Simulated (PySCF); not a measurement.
SMILES Cl[Si](Cl)(/C=C\C(C)(C)C)Cl, GFN2-xTB optimised geometry. Atoms within 1.6 Å of the plane z = 0.0 Å (x, y, z in Å): C1 (1.89, 0.51, -1.46), C2 (1.66, 0.10, 0.00), C3 (2.97, -0.42, 0.59), C4 (1.21, 1.32, 0.81), C5 (0.67, -1.02, 0.00), C6 (-0.67, -1.02, 0.00), Si7 (-1.97, 0.34, 0.00), Cl9 (-3.73, -0.59, -0.38), Cl10 (-1.71, 1.72, -1.46), H12 (2.65, 1.29, -1.51), H14 (3.34, -1.27, 0.02), H15 (3.73, 0.36, 0.57), H17 (0.41, 1.86, 0.31), H19 (2.05, 2.01, 0.92), H20 (1.15, -2.00, -0.04), H21 (-1.13, -2.01, -0.03).

Level of theory: PBE/def2-SVP (PySCF). Cells within 0.4 Å of a nucleus heavier than hydrogen are left out (blank, or x).

Map of the HOMO−1 amplitude (bohr^(-3/2)) on the plane z = 0.0 Å; orbital energy -7.39 eV, overall sign arbitrary:

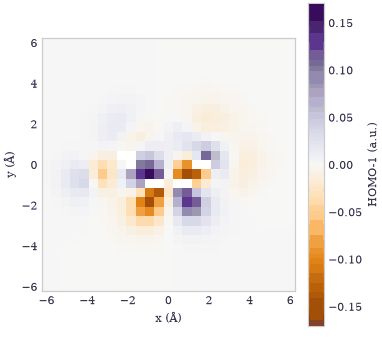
*HOMO−1 amplitude (bohr^(-3/2)) on the plane z = 0.0 Å.*
